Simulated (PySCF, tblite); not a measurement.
# C3H6NSi radical: geometry, infrared bands and EPR parameters

What infrared bands and EPR parameters should C3H6NSi radical (`[CH]1C=NC[SiH2]1`) show?

Programs: tblite 0.8.0 and PySCF 2.14.0, with density-fitted response routines of our own. Each step states its level of theory. These are calculated values for one molecule in the gas phase, unless marked as measured. Atoms count from 0, in the outputs and in this text.

### 1 The molecule as given

11 atoms, charge 0, multiplicity 2; geometry from: force field or distance geometry start.

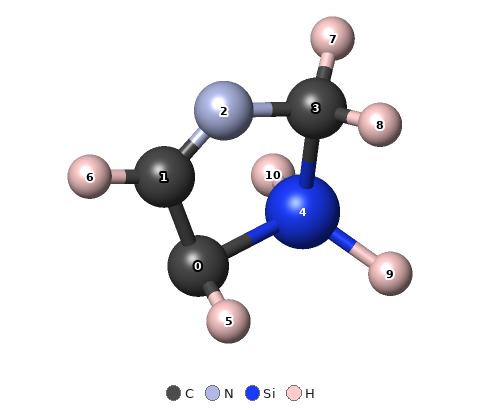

As it starts; carbon dark grey, nitrogen light blue, silicon blue, hydrogen pink, atoms numbered; sticks join atoms by distance.

### 2 Relaxing the molecule with GFN2-xTB

What the job is given:

```
{"job": {"kind": "relax", "xc": "GFN2-xTB", "basis": "xTB"}, "charge": 0, "multiplicity": 2}
C     -0.122600    -1.428200     0.270900
C     -1.310400    -0.731000    -0.332100
N     -1.187400     0.466200    -0.456500
C     -0.098100     1.224700    -0.123600
Si     1.192800    -0.137700     0.006900
H     -0.283300    -1.546300     1.363200
H     -2.207400    -1.321900    -0.612900
H      0.206800     1.940300    -0.922600
H     -0.149600     1.785600     0.852100
H      2.041500     0.066300     1.172500
H      1.923100    -0.315300    -1.243900
```

Launch:

```sh
> OMP_NUM_THREADS=1 python probes_run.py task.json out
```

The driver reads the jobs from task.json and runs them one after another.

**Question.** This job is followed by: GFN2-xTB harmonic vibrations, gas phase; UKS B3LYP, pcH-1 on C H N Si, non-relativistic, mean-field spin-orbit, GIAO. What will the session give for the following? strongest single infrared mode (GFN2-xTB); zero-point energy (GFN2-xTB); g(iso) (B3LYP); ⟨S²⟩; largest a(iso) (averaged by class); surface potential, least and greatest.

**Answer**, as computed:

```
                                 quantity                   value
strongest single infrared mode (GFN2-xTB)   2225 cm⁻¹, 348 km/mol
             zero-point energy (GFN2-xTB)           48.7 kcal/mol
                           g(iso) (B3LYP)                 2.00358
                                     ⟨S²⟩      0.775 (exact 0.75)
       largest a(iso) (averaged by class)  1H on H7, H8, 53.7 MHz
    surface potential, least and greatest      -1.75 V and 1.21 V
```

Over 56 steps the energy fell by 1.481 eV; of the close pairs, C0–C1 changed most, 1.504 to 1.391 Å. No mode is imaginary among the 27: a minimum at this level. The strongest single mode, at 2225 cm⁻¹, moves mainly H10. GFN2-xTB is a fitted tight-binding method: band positions and strengths are rough. Its intensities can rank the bands wrongly. The largest spin populations lie on C0 (0.66 e), N2 (0.53 e). The isotropic g lies 1.3 ppt above the free-electron value.
